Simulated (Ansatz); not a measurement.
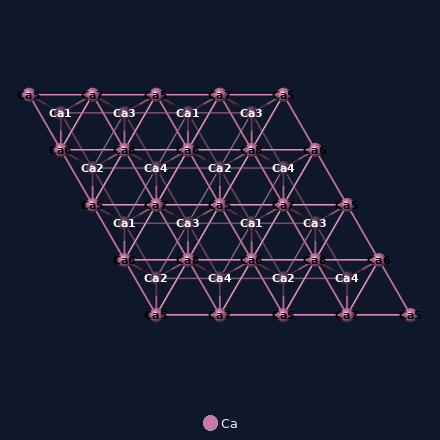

The system is C on a Ca(111) slab cut from the Fm-3m phase, its upper half relaxed before the scan (8 atoms of substrate and one adsorbate in a 2 × 2 cell); the picture shows it without the atoms that are moved over the map. C is moved over the surface cell; relaxed at each place: the height of the adsorbate's atoms; substrate rigid; the origin of the map has the adsorbate above Ca5. Places are given modulo a cell vector. The map is drawn in real space over the plane of the surface. Grid: 6 × 6 points; 10 points were computed and 26 follow by symmetry. Places are given in fractions of the 1 × 1 surface cell. Energies: eV, counted from the lowest grid point. At some places the adsorbate sinks to or below the level of the top layer. Method: Ansatz 0.2.0, DFT PBE, scalar-relativistic, plane waves, PAW. Settings: cutoff 420 eV, k-mesh 6×6×1, gaussian smearing 0.1 eV, no spin polarisation.

Range: position of C9 along the first surface vector from 0.000 to 0.833; position of C9 along the second surface vector from 0.000 to 0.833.

Q: What landscape does the calculation give?

A: The lowest grid point is at a place at or below the level of the top layer, (4/6, 2/6) of the cell vectors. The highest grid point, the top site over a surface Ca atom, (0/6, 0/6) of the cell vectors, lies 5.02 eV above the lowest. At the lowest point the adsorbate has 6 Ca at 2.71 Å as nearest neighbours, at the highest 1 Ca at 2.17 Å. Its relaxed height above the top atom is −1.49 Å at the lowest and 2.17 Å at the highest point.

| second ↓, first → | 0/6 | 1/6 | 2/6 | 3/6 | 4/6 | 5/6 |
| --- | --- | --- | --- | --- | --- | --- |
| 5/6 | 4.77 | 4.21 | 2.84 | 2.84 | 4.21 | 4.77 |
| 4/6 | 3.92 | 2.84 | 0.35 | 2.84 | 3.92 | 4.23 |
| 3/6 | 2.62 | 2.84 | 2.84 | 2.62 | 2.87 | 2.87 |
| 2/6 | 3.92 | 4.21 | 3.92 | 2.87 | 0.00 | 2.87 |
| 1/6 | 4.77 | 4.77 | 4.23 | 2.87 | 2.87 | 4.23 |
| 0/6 | 5.02 | 4.77 | 3.92 | 2.62 | 3.92 | 4.77 |

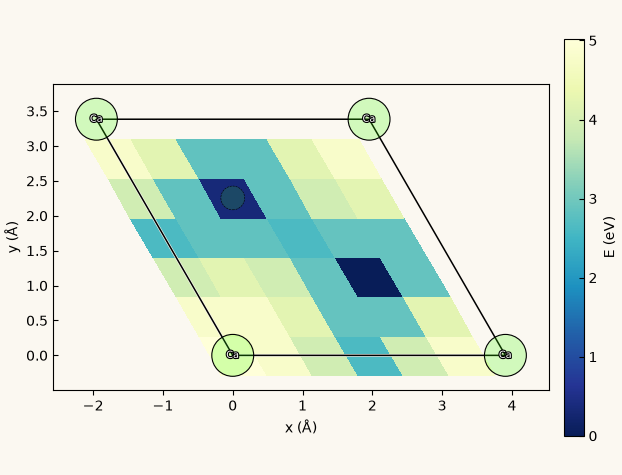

In the figure: one coloured cell a grid point, labelled circles for the atoms of the top layer and small ones for the second layer, the outline of one cell of the plane.

Each point was launched as `ansatz run input.yaml --threads 4 --pin off --max-ram 12288MiB --backend cpu --events-out ev --progress --plain --runs-dir out`. Time for the 10 points that were run: 9 min on 4 threads of Arm Neoverse V2, with other jobs on the host.
